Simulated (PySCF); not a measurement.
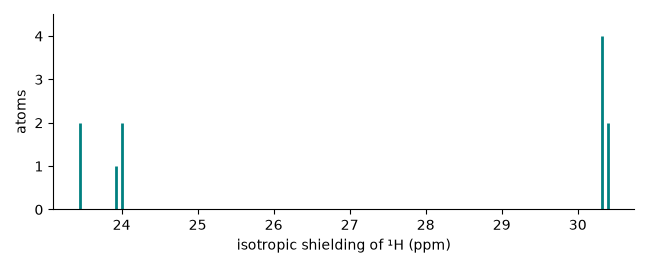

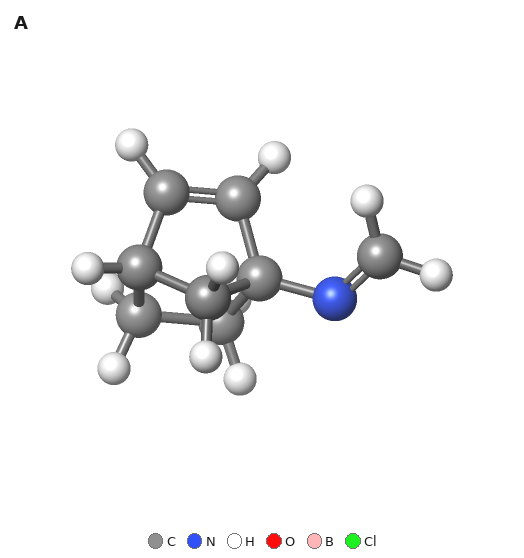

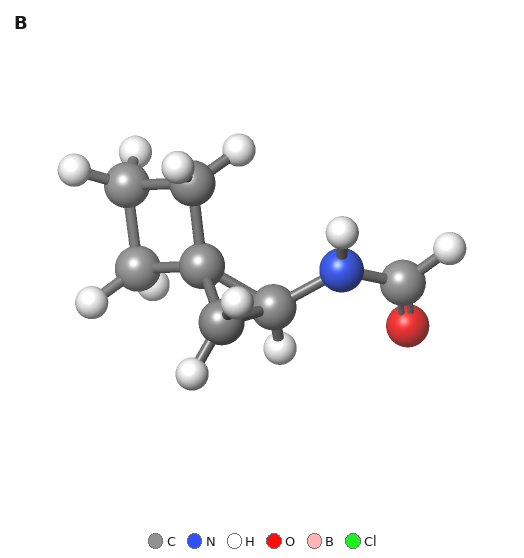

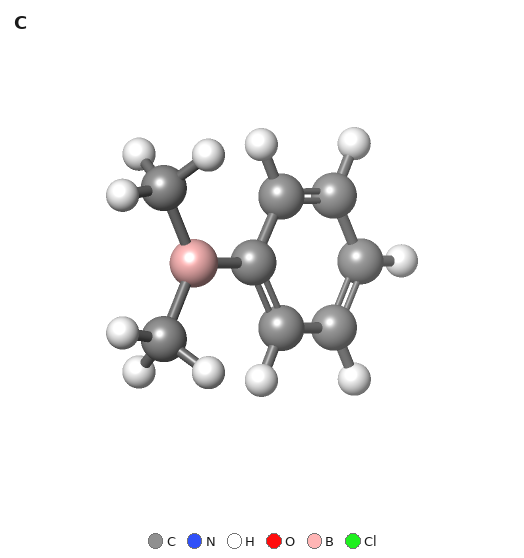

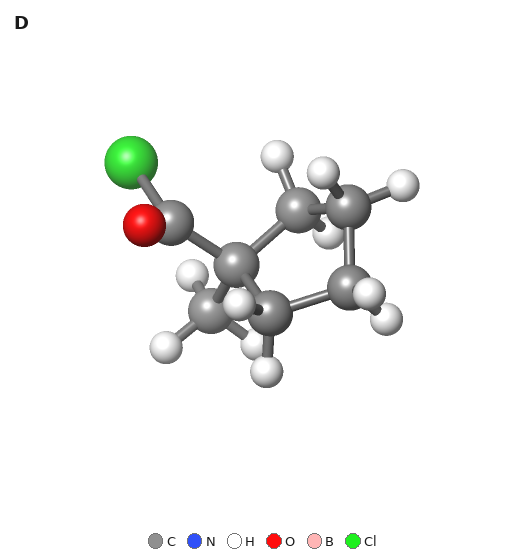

The sticks are computed shieldings of one of the molecules, for one fixed geometry (GFN2-xTB) without averaging over rotations. Low shielding means a high chemical shift. Method: GIAO PBE0/pcSseg-1 NMR shielding, non-relativistic, gas phase (PySCF 2.14.0).

Which molecule gives this pattern?

Answer. C, `CB(C)c1ccccc1`. Its 11 H atoms give lines at 23.45 (2 atoms), 23.92, 24.00 (2 atoms), 30.32 (4 atoms), 30.39 (2 atoms) ppm.

The geometry is semi-empirical. Around B such bond lengths and angles can be off by a tenth of an ångström or more and by several degrees, and values that hang on the shape move with them.
